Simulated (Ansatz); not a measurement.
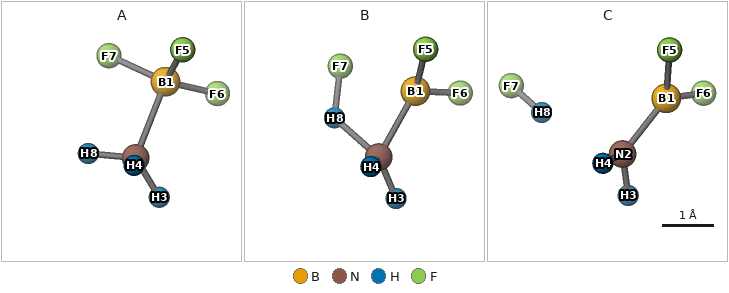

3 geometries from a converged minimum-energy path of BNH₃F₃, shuffled. A ball-and-stick model, seen at a tilt.

Theory: RHF/def2-SVP in Ansatz 0.2.0. Settings: 5 movable images; climbing image; force threshold 0.05 eV/Å; iteration limit 60; starting path through a guess of the saddle point.

> One of them is the converged climbing image. Which?

B. In order along the path, whose images run from 0 to 6: C (image 0, 0.0 kcal/mol), B (image 3, +22.4 kcal/mol), A (image 5, −24.0 kcal/mol). Breaking: F7–H8 (0.91 → 1.10 at the top → 2.42 Å). Forming: B1–F7 (3.28 → 1.72 at the top → 1.36 Å), N2–H8 (2.01 → 1.33 at the top → 1.01 Å).

Limits of the set-up: Hartree-Fock leaves out electron correlation.

Cost: 61 s on 2 threads of Arm Neoverse V1, with other jobs on the host, peak memory 0.15 GiB.
